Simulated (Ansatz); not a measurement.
## Electronic structure of C3H5BGe in real space

```xyz
10

C    -1.5490    0.4296    2.4088
C    -1.0381    0.2675    1.3129
B    -0.4585    0.1234   -0.0680
C    -0.0514   -1.0085   -0.9411
Ge    1.1997    0.7937   -0.9125
H    -1.9963    0.5729    3.3763
H    -0.0160   -0.9546   -2.0362
H     0.0132   -2.0397   -0.5693
H     1.4432    0.9223   -2.4210
H     2.5363    0.8423   -0.1471
```

Method: Ansatz, RKS PBE0/def2-SVP.

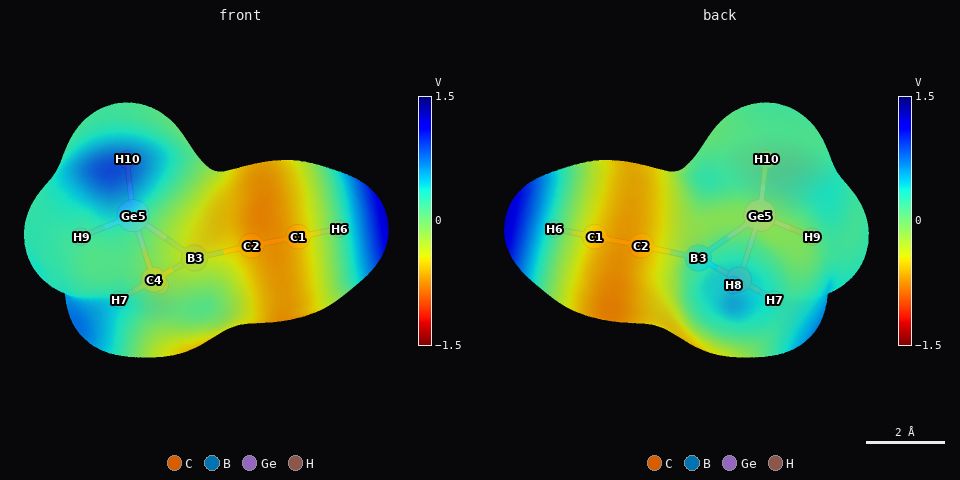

Figure 1. The electrostatic potential painted on the density surface at 0.001 e/bohr³, seen from the front and from behind; the colour scale runs from red (negative) to blue (positive).

Describe the electrostatic potential map.

The most negative region (about −0.8 V) lies over C1 and C2, the most positive (about +1.2 V) over H6.

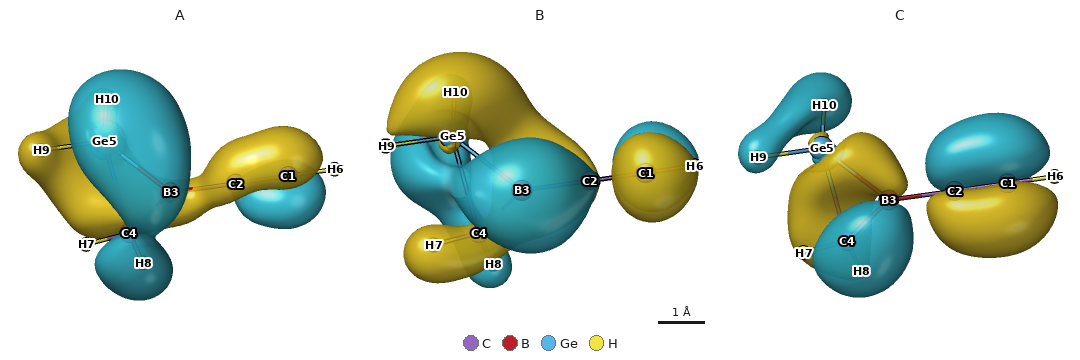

Figure 2. Three frontier orbitals at ±0.08 Å⁻³ᐟ² (yellow and cyan are the two phases), in no order.

Which picture is the HOMO−1, the HOMO and the LUMO?

C is the HOMO−1 (−7.53 eV). By Hirshfeld shares it lies mainly on C1 (about 25 %), C4 (about 25 %), C2 (about 20 %), B3 (about 10 %) and Ge5 (about 10 %). A is the HOMO (−6.68 eV). It lies mainly on Ge5 (about 40 %), C4 (about 20 %), B3 (about 20 %), C1 (about 10 %) and C2 (about 5 %). B is the LUMO (−1.82 eV). By Hirshfeld shares it lies mainly on B3 (about 30 %), Ge5 (about 25 %), C1 (about 15 %), C2 (about 10 %) and C4 (about 10 %).

What is the HOMO–LUMO gap?

4.86 eV between the orbital energies.

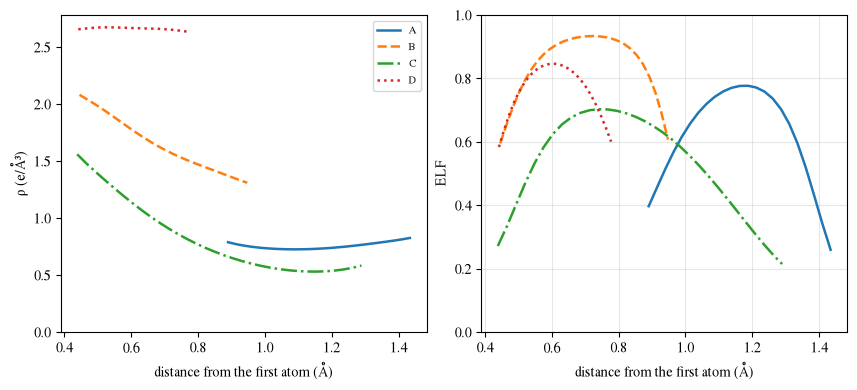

Figure 3. Total electron density and electron localisation function along straight lines between neighbouring atoms. The curves leave out the atomic cores.

Which curve belongs to which contact (C–B, C–C, C–Ge and Ge–B)? The first atom named is at distance zero.

Curve A: Ge–B (1.98 Å): ρ is about 0.74 e/Å³ halfway; the ELF peaks at about 0.80 between the atoms: localised, covalent bonding. Curve B: C–B (1.49 Å): ρ is about 1.5 e/Å³ halfway; the ELF peaks at about 0.95 between the atoms: a covalent bond. Curve C: C–Ge (2.19 Å): the density is about 0.54 e/Å³ at the midpoint; the ELF peaks at about 0.70 in the valence shell of C, 0.7 Å from its nucleus, and is about 0.45 at the midpoint. Curve D: C–C (1.22 Å): the density is about 2.7 e/Å³ at the midpoint; the ELF peaks at about 0.85 between the atoms; a short, multiple covalent bond.
